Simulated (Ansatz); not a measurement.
# FGeH···HF: what the fields show

Input

```
crystal:
  periodic: [false, false, false]
  atoms:
    - { symbol: Ge, position_ang: [-0.047065, 0.108521, -0.849189] }
    - { symbol: F, position_ang: [1.431064, 0.113817, 1.609676] }
    - { symbol: H, position_ang: [2.005627, -0.193381, 0.962711] }
    - { symbol: H, position_ang: [-1.124496, 1.163759, -0.358629] }
    - { symbol: F, position_ang: [-1.01043, -1.298816, -0.476668] }
basis:
  gaussian: { orbitals: def2-SVP }
hamiltonian:
  xc: { name: BHLYP }
  dispersion: d4
relax:
  f_tol: 0.03
  max_steps: 50
output:
  orbitals: {}
```

Command:

```sh
ansatz run input.yaml --threads 1 --pin off --max-ram 2048MiB --backend cpu --events-out ev --progress --plain --runs-dir out
```

The fields are those of the run's last geometry, not of the input's.

All numbers below come from Ansatz 0.2.0, RKS BHLYP-D4/def2-SVP.

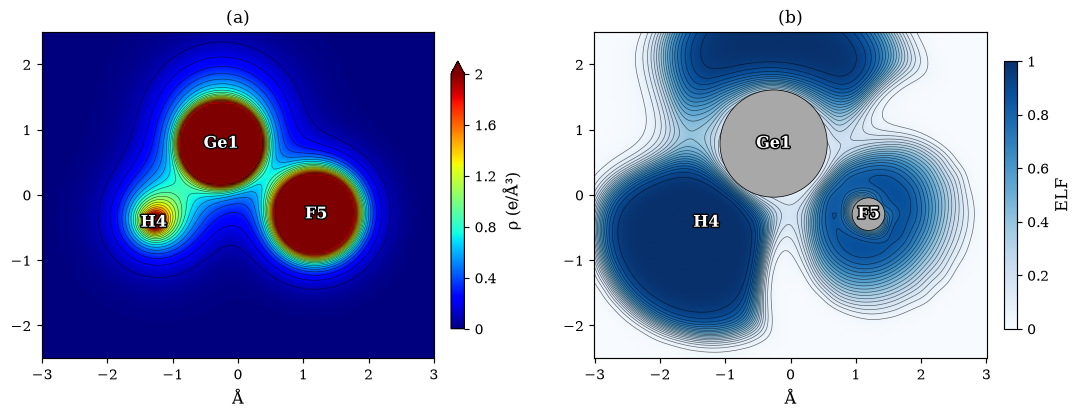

Figure 1. (a) total electron density; (b) electron localisation function on the plane of atoms H4, Ge1 and F5. Grey discs cover the atomic cores in the ELF map.

What does the map show?

Atoms in the plane: Ge, H and F. Ge–F (1.81 Å): the density is about 0.76 e/Å³ at the midpoint; the ELF peaks at about 0.85 in the valence shell of F, 0.5 Å from its nucleus, and is about 0.20 at the midpoint. Ge–H (1.59 Å): the density is about 0.94 e/Å³ at the midpoint; the ELF climbs to about 1 towards the hydrogen. The ELF also peaks beside F5, away from the bonds: lone-pair regions.

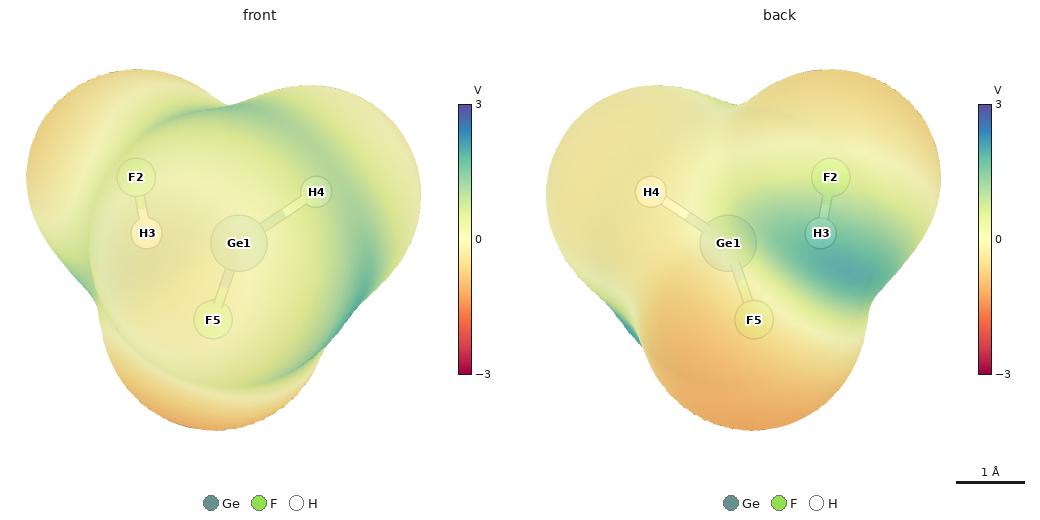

Figure 2. The molecular electrostatic potential painted on the density surface at 0.001 e/bohr³, seen from the front and from behind; red is negative and blue positive.

Describe the electrostatic potential map.

The most negative region (about −1.1 V, or −25 kcal/mol for a unit charge) lies over F5, the most positive (about +2.0 V, or +46 kcal/mol for a unit charge) over Ge1 and H3.

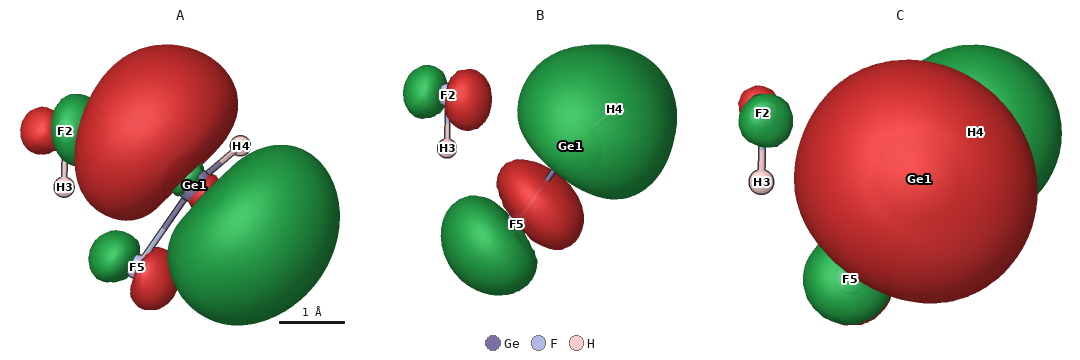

Figure 3. Three frontier orbitals at ±0.1 Å⁻³ᐟ² (green and red are the two phases), in no order.

Order the three orbitals by energy and name them.

B is the HOMO−1 (−12.45 eV). By Hirshfeld shares it lies mainly on F5 (about 40 %), Ge1 (about 35 %) and H4 (about 20 %). C is the HOMO (−8.14 eV). By Hirshfeld shares it lies mainly on Ge1 (about 70 %), H4 (about 25 %) and F5 (about 5 %). A is the LUMO (−1.10 eV). By Hirshfeld shares it lies mainly on Ge1 (about 85 %).

What is the HOMO–LUMO gap?

7.04 eV between the orbital energies.
